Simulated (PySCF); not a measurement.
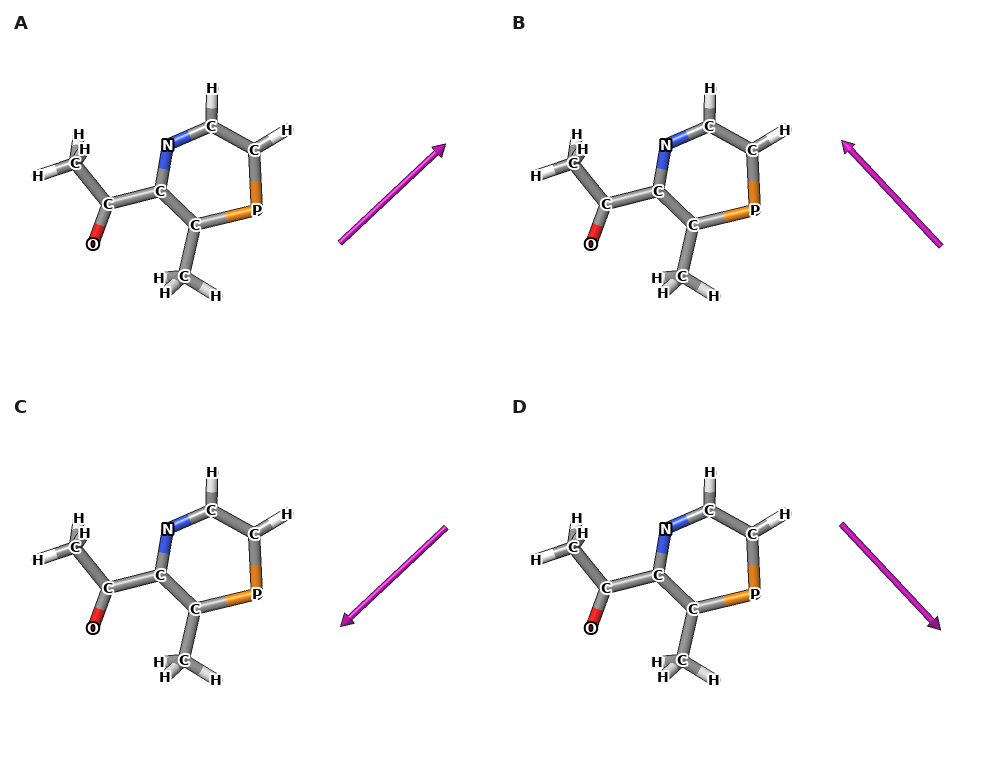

The same molecule four times, each with an arrow. The geometry was computed by an optimisation with GFN2-xTB. No frequency run is at hand to confirm it as a minimum. Level of theory: PBE0/pcSseg-1, gas phase (PySCF 2.14.0).

> Which arrow points along the dipole moment, from the negative to the positive end?

A. The dipole moment is 2.43 D.

The geometry is semi-empirical. Around P such bond lengths and angles can be off by a tenth of an ångström or more and by several degrees, and values that hang on the shape move with them.
